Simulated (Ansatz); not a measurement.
# (BaO)3(AgCl)1 [001] superlattice, started as rocksalt type: following an unstable mode, part 2 of 3

Wanted: the energy along a soft mode of (BaO)3(AgCl)1 [001] superlattice, started as rocksalt type and the structure at the end.

Ansatz 0.2.0; DFT PBEsol, scalar-relativistic, plane waves, PAW.

So far. Step 4 (The mode frozen in, largest atomic shift 0.45 Å): The run ends at a pressure of 0.89 GPa, with forces up to 1.4 eV/Å.

The structure was built from a prototype and need not be the compound's stable phase.

**5. Energy along the mode, all amplitudes (two of the runs are shown above)**

An imaginary frequency means negative curvature, so the energy should fall and then rise again as anharmonic terms take over.

Numbers from this step:

```yaml
depth_at_the_lowest_point_sampled: 22.69 meV/atom
largest_atomic_shift_at_that_point: 0.45 Å
```

Energy from the parent against largest atomic shift:

```tsv
largest atomic shift (Å)	energy from the parent (meV/atom)
0.000	0
0.040	-0.453
0.080	-1.79
0.140	-5.30
0.220	-12.1
0.320	-21.1
0.450	-22.7
0.600	32.0
```

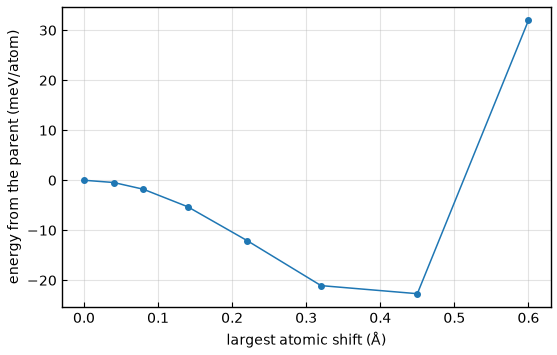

Energy from the parent against largest atomic shift.

Displacement at unit largest shift by atom:

```tsv
atom	x (Å)	y (Å)	z (Å)	size
Ag1	0.00	0.00	0.86	0.86
Ba2	0.00	0.00	-0.12	0.12
Ba3	0.00	0.00	-0.12	0.12
Ba4	0.00	0.00	-0.12	0.12
Cl5	0.00	0.00	-0.20	0.20
O6	0.00	0.00	-1.00	1.00
O7	0.00	0.00	-0.33	0.33
O8	0.00	0.00	-1.00	1.00
```

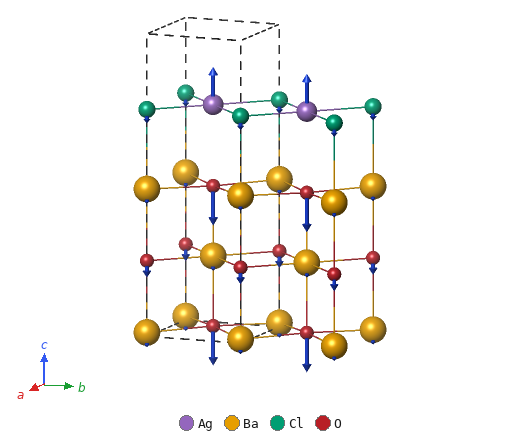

Displacement at unit largest shift as arrows, the longest 1 Å. 1×2×1 cells are drawn. Some periodic images of atoms are drawn too.

The lowest of the steps tried is at 0.45 Å, 22.7 meV/atom below the parent; the bottom of the well need not coincide with a step.

**6. Relaxation from the frozen mode**

Starting from the lowest point found, all atoms and the cell are let go, so that strain and other modes of the same symmetry can join in.

input.yaml

```yaml
crystal:
  lattice:
    - [2.7043451337, 2.7043451337, 0.0]
    - [-2.7043451337, 2.7043451337, 0.0]
    - [0.0, 0.0, 11.5908423673]
  atoms:
    - { symbol: Ag, position: [0.5, 0.5, 0.7835856211] }
    - { symbol: Ba, position: [0.0, 0.0, 0.0082813138] }
    - { symbol: Ba, position: [0.5, 0.5, 0.2453965175] }
    - { symbol: Ba, position: [0.0, 0.0, 0.4825460746] }
    - { symbol: Cl, position: [0.0, 0.0, 0.7420382325] }
    - { symbol: O, position: [0.5, 0.5, -0.0202846367] }
    - { symbol: O, position: [0.0, 0.0, 0.2370952108] }
    - { symbol: O, position: [0.5, 0.5, 0.4426371309] }
kpoints:
  mp_grid: { grid: [8, 8, 4] }
hamiltonian:
  xc: pbesol
scf:
  occupations: { method: fixed }
output:
  forces: true
  stress: true
  eigenvalues: true
relax:
  adjacent_minimum: "off"
  f_tol: 0.002
  max_steps: 120
  cell: { stress_tol: 0.03 }
```

Started as:

```
> ansatz run input.yaml --threads 8 --pin off --max-ram 14336MiB --backend cpu --events-out ev --progress --plain --runs-dir out
```

Numbers of over 12 decimals in the logs are rounded to 6 here.

The program printed:

```text
[...]
Crystal: 8 atoms, lattice volume = 169.539 Å³
Basis set: ecut = 420 eV, 3295 PW (Γ), exchange–correlation on 54×54×160 points (8 copies of the dense FFT grid, shifted against one another)
Bands: 45, of which v1, the nominal top of the filled ones, is band 37 counted from 1 (36 counted from 0)
Symmetry: 8 space group operations
[...]
k-points: 45 of 256 (time reversal used)
[...]
SCF iter   1: F=—  HF=-27862.008686 eV  |F-HF|=—  |Δ(HF+E_count)|=         —  Δρ=1.26e-2  dr2=2.69e-1  ethr=1.77e-3  ⟨swp⟩=5.0  Hψ=7366  notcnv=0  defer=232
[...]
SCF iter  10: F=-27861.951246 eV  HF=-27861.951246 eV  |F-HF|=4.76e-9  |Δ(HF+E_count)|=   1.64e-8  Δρ=2.76e-6  dr2=1.91e-8  ethr=1.35e-10  ⟨swp⟩=15.1  Hψ=12268  notcnv=0
SCF 1 converged in 10 iterations: F = -27861.951246 eV  dr2 = 1.91e-8
[...]
relax step   1: F+E_penalty+E_count = -27861.95124553 eV  Δ(F+E_penalty+E_count) = +0.000e0 eV  max|allowed force component| = 1.438e0 eV/Å  Δτ_max = 0.0000 Å  P = +0.886 GPa  Ω = 169.539 Å³  (10 SCF iters, dr2 threshold 1.00e-7 eV, accepted)
Crystal: 8 atoms, lattice volume = 170.559 Å³
Basis set: ecut = 420 eV, 3311 PW (Γ), exchange–correlation on 54×54×160 points (8 copies of the dense FFT grid, shifted against one another)
[...]
iter 1 solved again at ethr=9.03e-4 eV; its pass at ethr=3.10e-3 eV (dr2=6.69e-1 eV) is discarded
[...]
SCF iter   9: F=-27862.147097 eV  HF=-27862.147097 eV  |F-HF|=1.61e-7  |Δ(HF+E_count)|=   6.37e-7  Δρ=8.91e-6  dr2=1.92e-7  ethr=1.08e-9  ⟨swp⟩=14.6  Hψ=11764  notcnv=0
SCF 2 converged in 9 iterations: F = -27862.147097 eV  dr2 = 1.92e-7
relax step   2: F+E_penalty+E_count = -27862.14709735 eV  Δ(F+E_penalty+E_count) = -1.959e-1 eV  max|allowed force component| = 8.157e-1 eV/Å  Δτ_max = 0.1948 Å  P = +0.807 GPa  Ω = 170.559 Å³  energy of the carried Pulay correction = -1.478e-3 eV  (9 SCF iters, dr2 threshold 8.00e-7 eV, accepted)
Crystal: 8 atoms, lattice volume = 174.088 Å³
Basis set: ecut = 420 eV, 3383 PW (Γ), exchange–correlation on 54×54×160 points (8 copies of the dense FFT grid, shifted against one another)
[...]
SCF iter   9: F=-27862.219402 eV  HF=-27862.219402 eV  |F-HF|=9.66e-8  |Δ(HF+E_count)|=   8.95e-8  Δρ=1.17e-5  dr2=2.55e-7  ethr=1.08e-9  ⟨swp⟩=5.4  Hψ=8363  notcnv=0
SCF 3 converged in 9 iterations: F = -27862.219402 eV  dr2 = 2.55e-7
relax step   3: F+E_penalty+E_count = -27862.21940212 eV  Δ(F+E_penalty+E_count) = -7.230e-2 eV  max|allowed force component| = 5.931e-1 eV/Å  Δτ_max = 0.1336 Å  P = -0.517 GPa  Ω = 174.088 Å³  energy of the carried Pulay correction = -6.521e-3 eV  (9 SCF iters, dr2 threshold 8.00e-7 eV, accepted)
[... from here on, the SCF cycles and remarks between the steps are left out ...]
relax step   4: F+E_penalty+E_count = -27862.24890778 eV  Δ(F+E_penalty+E_count) = -2.951e-2 eV  max|allowed force component| = 2.144e-1 eV/Å  Δτ_max = 0.0465 Å  P = -0.201 GPa  Ω = 173.590 Å³  energy of the carried Pulay correction = -5.816e-3 eV  (6 SCF iters, dr2 threshold 8.00e-7 eV, accepted)
relax step   5: F+E_penalty+E_count = -27862.26363941 eV  Δ(F+E_penalty+E_count) = -1.473e-2 eV  max|allowed force component| = 1.013e-1 eV/Å  Δτ_max = 0.0500 Å  P = +0.233 GPa  Ω = 172.947 Å³  energy of the carried Pulay correction = -4.902e-3 eV  (8 SCF iters, dr2 threshold 8.00e-7 eV, accepted)
relax step   6: F+E_penalty+E_count = -27862.26710295 eV  Δ(F+E_penalty+E_count) = -3.464e-3 eV  max|allowed force component| = 1.393e-1 eV/Å  Δτ_max = 0.0442 Å  P = +0.099 GPa  Ω = 173.099 Å³  energy of the carried Pulay correction = -5.118e-3 eV  (7 SCF iters, dr2 threshold 6.41e-7 eV, accepted)
relax step   7: F+E_penalty+E_count = -27862.27000227 eV  Δ(F+E_penalty+E_count) = -2.899e-3 eV  max|allowed force component| = 7.562e-2 eV/Å  Δτ_max = 0.0325 Å  P = -0.081 GPa  Ω = 173.755 Å³  energy of the carried Pulay correction = -6.049e-3 eV  (7 SCF iters, dr2 threshold 8.00e-7 eV, accepted)
relax step   8: F+E_penalty+E_count = -27862.27099991 eV  Δ(F+E_penalty+E_count) = -9.976e-4 eV  max|allowed force component| = 2.094e-2 eV/Å  Δτ_max = 0.0052 Å  P = -0.021 GPa  Ω = 173.559 Å³  energy of the carried Pulay correction = -5.771e-3 eV  (6 SCF iters, dr2 threshold 3.57e-7 eV, accepted)
relax step   9: F+E_penalty+E_count = -27862.27124185 eV  Δ(F+E_penalty+E_count) = -2.419e-4 eV  max|allowed force component| = 6.059e-3 eV/Å  Δτ_max = 0.0030 Å  P = +0.019 GPa  Ω = 173.460 Å³  energy of the carried Pulay correction = -5.631e-3 eV  (6 SCF iters, dr2 threshold 2.74e-8 eV, accepted)
relax step  10: F+E_penalty+E_count = -27862.27118775 eV  Δ(F+E_penalty+E_count) = +5.409e-5 eV  max|allowed force component| = 5.782e-3 eV/Å  Δτ_max = 0.0009 Å  P = -0.003 GPa  Ω = 173.503 Å³  energy of the carried Pulay correction = -5.691e-3 eV  (7 SCF iters, dr2 threshold 2.29e-9 eV, accepted)
relax step  11: F+E_penalty+E_count = -27862.27119592 eV  Δ(F+E_penalty+E_count) = -8.164e-6 eV  max|allowed force component| = 4.409e-4 eV/Å  Δτ_max = 0.0007 Å  P = -0.002 GPa  Ω = 173.500 Å³  energy of the carried Pulay correction = -5.688e-3 eV  (6 SCF iters, dr2 threshold 2.09e-9 eV, accepted)
relax step  12: F+E_penalty+E_count = -27862.28173088 eV  Δ(F+E_penalty+E_count) = -1.053e-2 eV  max|allowed force component| = 1.532e-3 eV/Å  Δτ_max = 0.0000 Å  P = +0.086 GPa  Ω = 173.500 Å³  stress off target by 2.27e-1 GPa  SCF on the basis re-selected at this cell (its energy is not comparable with the rows above)  (9 SCF iters)
relax step  13: F+E_penalty+E_count = -27862.28172948 eV  Δ(F+E_penalty+E_count) = +1.398e-6 eV  max|allowed force component| = 1.576e-2 eV/Å  Δτ_max = 0.0095 Å  P = +0.033 GPa  Ω = 173.815 Å³  energy of the carried Pulay correction = -4.223e-4 eV  (6 SCF iters, dr2 threshold 1.29e-7 eV, accepted)
relax step  14: F+E_penalty+E_count = -27862.28168197 eV  Δ(F+E_penalty+E_count) = +4.751e-5 eV  max|allowed force component| = 4.261e-3 eV/Å  Δτ_max = 0.0038 Å  P = -0.002 GPa  Ω = 173.898 Å³  energy of the carried Pulay correction = -5.330e-4 eV  (7 SCF iters, dr2 threshold 1.62e-8 eV, accepted)
relax step  15: F+E_penalty+E_count = -27862.28169708 eV  Δ(F+E_penalty+E_count) = -1.511e-5 eV  max|allowed force component| = 1.854e-3 eV/Å  Δτ_max = 0.0010 Å  P = -0.001 GPa  Ω = 173.889 Å³  energy of the carried Pulay correction = -5.200e-4 eV  (6 SCF iters, dr2 threshold 1.13e-9 eV, accepted)
[...]
SCF iter   7: F=-27862.282277 eV  HF=-27862.282277 eV  |F-HF|=3.64e-12  |Δ(HF+E_count)|=  7.28e-12  Δρ=5.22e-8  dr2=6.23e-12  ethr=1.00e-12  ⟨swp⟩=5.3  Hψ=8770  notcnv=0
SCF 16 converged in 7 iterations: F = -27862.282277 eV  dr2 = 6.23e-12
relax step  16: F+E_penalty+E_count = -27862.28227738 eV  Δ(F+E_penalty+E_count) = -5.803e-4 eV  max|allowed force component| = 1.860e-3 eV/Å  Δτ_max = 0.0000 Å  P = -0.000 GPa  Ω = 173.889 Å³  stress off target by 5.07e-3 GPa  SCF on the basis re-selected at this cell (its energy is not comparable with the rows above)  (7 SCF iters)
[...]
SCF converged after 7 iterations
Free energy (F): -27862.282277 eV
[...]
Internal energy: -27862.282277 eV  (E = F + TS)
E sigma→0 (E₀):  -27862.282277 eV
Fermi energy:    8.293722 eV
[...]
--- Forces (eV/Å), atoms counted from 1 ---
  atom   1  Ag     0.00000000     0.00000000     0.00023591
  atom   2  Ba     0.00000000     0.00000000    -0.00054101
  atom   3  Ba    -0.00000000     0.00000000     0.00140529
  atom   4  Ba     0.00000000     0.00000000    -0.00022285
  atom   5  Cl     0.00000000     0.00000000     0.00186003
  atom   6  O      0.00000000    -0.00000000    -0.00013229
  atom   7  O      0.00000000    -0.00000000    -0.00168451
  atom   8  O      0.00000000    -0.00000000    -0.00092042
  max |Σ_I F_I| component: 1.50e-7 eV/Å
--- Stress (GPa, compression-positive) ---
       -0.002864      -0.000000      -0.000000
       -0.000000      -0.002864       0.000000
       -0.000000       0.000000       0.005070
  P = ⅓ Tr σ = -0.0002 GPa (-0.002 kbar)
--- Band table (eV; the first three rows and the last of 45) ---
  k-point 0: bands = [... 33 lower, 7.7156, 7.7156, 8.0309, 8.0309, 9.3721, 10.6025, 11.1065, 12.1680, ... 4 higher]
  k-point 1: bands = [... 33 lower, 7.7164, 7.7164, 8.0308, 8.0308, 9.4730, 10.6009, 11.1091, 12.1682, ... 4 higher]
  k-point 2: bands = [... 33 lower, 7.7173, 7.7173, 8.0308, 8.0308, 9.5749, 10.5994, 11.1116, 12.1149, ... 4 higher]
  k-point 44: bands = [... 33 lower, 7.9887, 7.9887, 8.2882, 8.2882, 10.4824, 11.3579, 11.3579, 11.9353, ... 4 higher]
--- Relaxed structure (14 steps of the walk, 14 accepted, 2 SCFs on fresh bases) ---
  F+E_penalty+E_count = -27862.28227738 eV   max|allowed force component| = 1.860e-3 eV/Å   (the final SCF, on the basis selected at the relaxed cell)
  cell:  # Å, volume = 173.8888 Å³
    - [2.672164, 2.672164, 0]
    - [-2.672164, 2.672164, 0]
    - [0, 0, 12.176308]
  atoms:
    - { symbol: Ag, position: [0.500000, 0.500000, 0.814744] }
    - { symbol: Ba, position: [0, 0, 0.00162721] }
    - { symbol: Ba, position: [0.500000, 0.500000, 0.235861] }
    - { symbol: Ba, position: [0, 0, 0.479278] }
    - { symbol: Cl, position: [0, 0, 0.737565] }
    - { symbol: O, position: [0.500000, 0.500000, -0.0064745] }
    - { symbol: O, position: [0, 0, 0.213804] }
    - { symbol: O, position: [0.500000, 0.500000, 0.444892] }
```

It took 97 s on 8 threads of Arm Neoverse V1, shared host; peak memory 0.81 GiB; 13 min of CPU time.

Step by step:

```tsv
step	energy less that of the first step (eV)	largest force component (eV/Å)	pressure (GPa)	volume (Å³)
1	0.0000	1.4380	0.89	169.54
2	-0.1959	0.8157	0.81	170.56
3	-0.2682	0.5931	-0.52	174.09
4	-0.2977	0.2144	-0.20	173.59
5	-0.3124	0.1013	0.23	172.95
6	-0.3159	0.1393	0.10	173.10
7	-0.3188	0.0756	-0.08	173.75
8	-0.3198	0.0209	-0.02	173.56
9	-0.3200	0.0061	0.02	173.46
10	-0.3199	0.0058	0.00	173.50
11	-0.3200	0.0004	0.00	173.50
12*	-0.3305	0.0015	0.09	173.50
13	-0.3305	0.0158	0.03	173.81
14	-0.3304	0.0043	0.00	173.90
15	-0.3305	0.0019	0.00	173.89
16*	-0.3310	0.0019	0.00	173.89
```

Relaxation steps marked * repeat the geometry before them on a plane-wave basis chosen anew for their cell, so energy and pressure can jump there.

The run keeps the 8 symmetry operations that it works with, so distortions that break them were not tested.

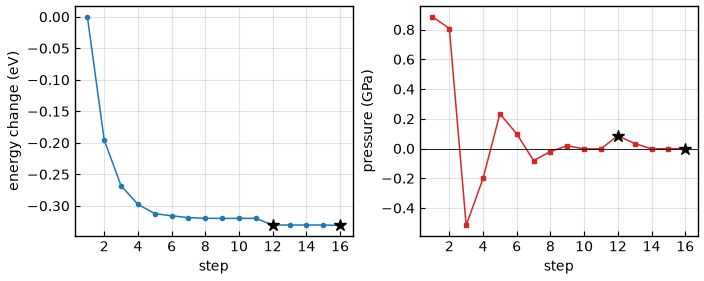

Energy and pressure along the relaxation. Stars mark steps on a basis chosen anew.

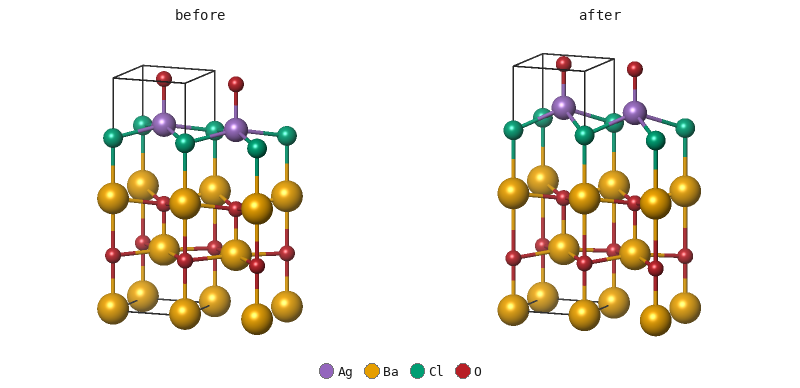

Before and after, at one scale.

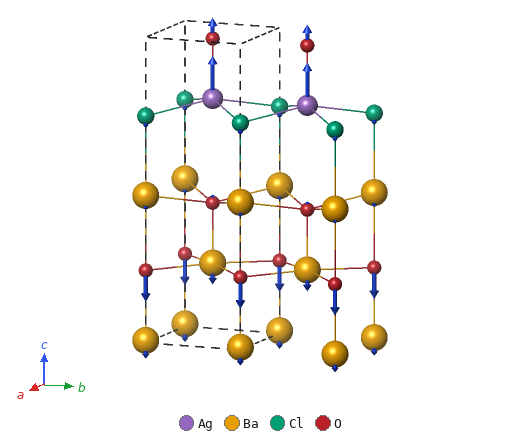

Displacements in the relaxation, exaggerated, measured against the changing cell; the longest in the cell stands for 0.38 Å. 1×2×1 cells are drawn. Some periodic images of atoms are drawn too.

```tsv
conventional cell, symmetrised	before	after	change
a (Å)	3.825	3.779	-1.2 %
b (Å)	3.825	3.779	-1.2 %
c (Å)	11.591	12.176	+5.1 %
volume (Å³/atom)	21.19	21.74	+2.6 %
```

The atoms that moved most (Å, as changes of fractional coordinates times the final cell):

```tsv
atom	dx	dy	dz	length
Ag1	0.000	0.000	0.379	0.379
O7	0.000	0.000	-0.284	0.284
O6	0.000	0.000	0.168	0.168
Ba3	0.000	0.000	-0.116	0.116
Ba2	0.000	0.000	-0.081	0.081
Cl5	0.000	0.000	-0.054	0.054
Ba4	0.000	0.000	-0.040	0.040
O8	0.000	0.000	0.027	0.027
```

Final coordinates:

```cif
data_structure
_symmetry_space_group_name_H-M 'P 1'
_symmetry_Int_Tables_number 1
_cell_length_a 3.7790
_cell_length_b 3.7790
_cell_length_c 12.1763
_cell_angle_alpha 90.000
_cell_angle_beta 90.000
_cell_angle_gamma 90.000
_cell_volume 173.89
loop_
_atom_site_label
_atom_site_type_symbol
_atom_site_fract_x
_atom_site_fract_y
_atom_site_fract_z
_atom_site_occupancy
Ag1 Ag 0.50000 0.50000 0.81474 1
Ba2 Ba 0.00000 0.00000 0.00163 1
Ba3 Ba 0.50000 0.50000 0.23586 1
Ba4 Ba 0.00000 0.00000 0.47928 1
Cl5 Cl 0.00000 0.00000 0.73756 1
O6 O 0.50000 0.50000 0.99353 1
O7 O 0.00000 0.00000 0.21380 1
O8 O 0.50000 0.50000 0.44489 1
```

This step gave:

- pressure: -2.19e-4 GPa
- gap on the k-mesh: 1.078 eV
- volume per atom: 21.74 Å³

The distorted start has space group P4mm; the relaxation ends in P4mm.

**7. The new phase in its own primitive cell**

The relaxed structure is symmetrised, reduced to its primitive cell and relaxed tightly, as its phonons need.

input.yaml

```yaml
crystal:
  lattice:
    - [3.7790100126, 0.0, 0.0]
    - [0.0, 3.7790100126, 0.0]
    - [0.0, 0.0, 12.1763077568]
  atoms:
    - { symbol: Ag, position: [0.5, 0.5, 0.8147436235] }
    - { symbol: Ba, position: [0.0, 0.0, 0.0016272064] }
    - { symbol: Ba, position: [0.5, 0.5, 0.235860785] }
    - { symbol: Ba, position: [0.0, 0.0, 0.4792777503] }
    - { symbol: Cl, position: [0.0, 0.0, 0.7375648414] }
    - { symbol: O, position: [0.5, 0.5, 0.9935254974] }
    - { symbol: O, position: [0.0, 0.0, 0.2138035296] }
    - { symbol: O, position: [0.5, 0.5, 0.4448922308] }
kpoints:
  mp_grid: { grid: [6, 6, 2] }
hamiltonian:
  xc: pbesol
scf:
  occupations: { method: fixed }
output:
  forces: true
  stress: true
  eigenvalues: true
relax:
  adjacent_minimum: "off"
  f_tol: 0.001
  max_steps: 60
  cell: { stress_tol: 0.01 }
```

The program printed:

```text
[...]
Crystal: 8 atoms, lattice volume = 173.889 Å³
Basis set: ecut = 420 eV, 3393 PW (Γ), exchange–correlation on 54×54×180 points (8 copies of the dense FFT grid, shifted against one another)
Bands: 45, of which v1, the nominal top of the filled ones, is band 37 counted from 1 (36 counted from 0)
Symmetry: 8 space group operations
[...]
k-points: 20 of 72
[...]
- [3.778449, 0.0, 0]
    - [0.0, 3.778449, 0.0]
    - [0, 0.0, 12.181855]
  atoms:
    - { symbol: Ag, position: [0.5, 0.5, 0.814808] }
    - { symbol: Ba, position: [0, 0.0, 0.00161877] }
    - { symbol: Ba, position: [0.5, 0.5, 0.235866] }
    - { symbol: Ba, position: [0, 0.0, 0.479354] }
    - { symbol: Cl, position: [0, 0.0, 0.737611] }
    - { symbol: O, position: [0.5, 0.5, 0.993501] }
    - { symbol: O, position: [0, 0.0, 0.213676] }
    - { symbol: O, position: [0.5, 0.5, 0.444861] }
[key lines of the parts left out:]
SCF converged after 6 iterations
Free energy (F): -27862.281660 eV
Fermi energy:    8.291914 eV
P = ⅓ Tr σ = -0.0012 GPa (-0.012 kbar)
```

Run time: 16 s. Hardware: 8 threads; peak memory 0.75 GiB; 2 min of CPU time.

Little changed from the start: no atom moved by 0.005 Å and no cell edge by 0.1 %.

This step gave:

```
pressure           : -0.001179 GPa
gap on the k-mesh  : 1.079 eV
direct gap on mesh : 1.341 eV
```

The largest force component left is 0.65 meV/Å and the pressure is -0.001 GPa, within the tolerances set. The cell now holds 21.74 Å³/atom.

[end of part 2 of 3]

[Logs are printed without paths, hosts, clocks, repeated set-up lines and the standing remarks that a program may print on its own settings, such as how far it seeks lower states.]

[Hosts, paths, dates, database ids (printed as entryN), source tags and the programs' standing remarks are cut or masked in the printed files.]
